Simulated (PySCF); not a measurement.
```json
{"atom": "F", "x (Å)": "3.2292", "y (Å)": "-1.5173", "z (Å)": "-0.7605"}
{"atom": "C", "x (Å)": "2.8078", "y (Å)": "-0.8665", "z (Å)": "0.3462"}
{"atom": "F", "x (Å)": "3.5607", "y (Å)": "0.2532", "z (Å)": "0.4210"}
{"atom": "F", "x (Å)": "3.1876", "y (Å)": "-1.6334", "z (Å)": "1.3893"}
{"atom": "Si", "x (Å)": "0.8831", "y (Å)": "-0.5157", "z (Å)": "0.3423"}
{"atom": "C", "x (Å)": "0.6442", "y (Å)": "0.6215", "z (Å)": "-1.1637"}
{"atom": "C", "x (Å)": "-0.8378", "y (Å)": "0.9555", "z (Å)": "-1.0992"}
{"atom": "O", "x (Å)": "-1.3746", "y (Å)": "0.1460", "z (Å)": "-0.0772"}
{"atom": "Si", "x (Å)": "-2.9462", "y (Å)": "0.0124", "z (Å)": "0.3573"}
{"atom": "H", "x (Å)": "0.3422", "y (Å)": "-1.8646", "z (Å)": "0.2067"}
{"atom": "H", "x (Å)": "0.6908", "y (Å)": "0.1246", "z (Å)": "1.6403"}
{"atom": "H", "x (Å)": "0.8955", "y (Å)": "0.1094", "z (Å)": "-2.0915"}
{"atom": "H", "x (Å)": "1.2611", "y (Å)": "1.5172", "z (Å)": "-1.1172"}
{"atom": "H", "x (Å)": "-1.0072", "y (Å)": "2.0062", "z (Å)": "-0.8440"}
{"atom": "H", "x (Å)": "-1.3578", "y (Å)": "0.7485", "z (Å)": "-2.0393"}
{"atom": "H", "x (Å)": "-3.7257", "y (Å)": "-0.4655", "z (Å)": "-0.7872"}
{"atom": "H", "x (Å)": "-2.8065", "y (Å)": "-0.9483", "z (Å)": "1.4359"}
{"atom": "H", "x (Å)": "-3.4551", "y (Å)": "1.3228", "z (Å)": "0.7700"}
```

Geometry: GFN2-xTB.

Computed with PySCF, PBE0/pcSseg-1, SCF density, gas phase, non-relativistic.

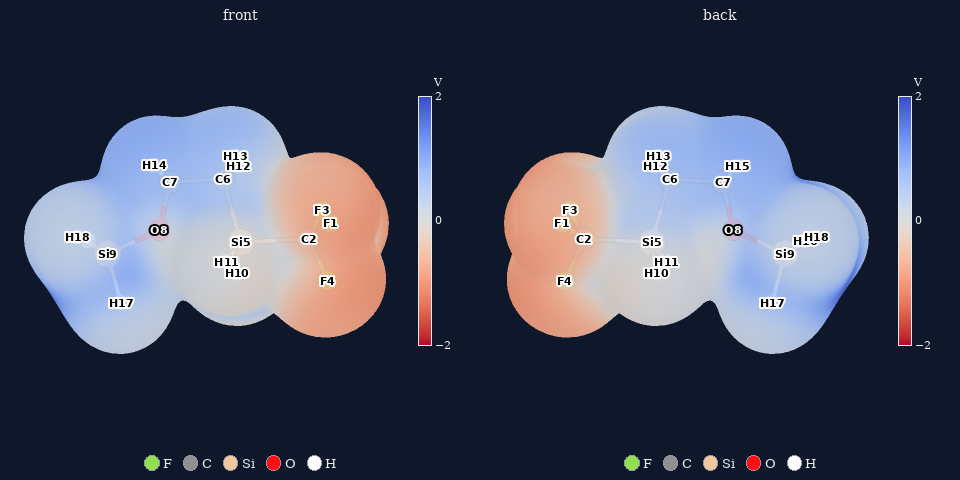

C3H9F3OSi2. The electrostatic potential painted on the density surface at 0.001 e/bohr³, seen from the front and from behind; the colour scale runs from red (negative) to blue (positive).

> Where is the surface potential most negative and most positive?

The most negative region (about −1.0 V) lies over F1, F3 and F4, the most positive (about +1.5 V) over Si9.

> What dipole moment does the calculation give?

Its dipole moment is 5.09 D.
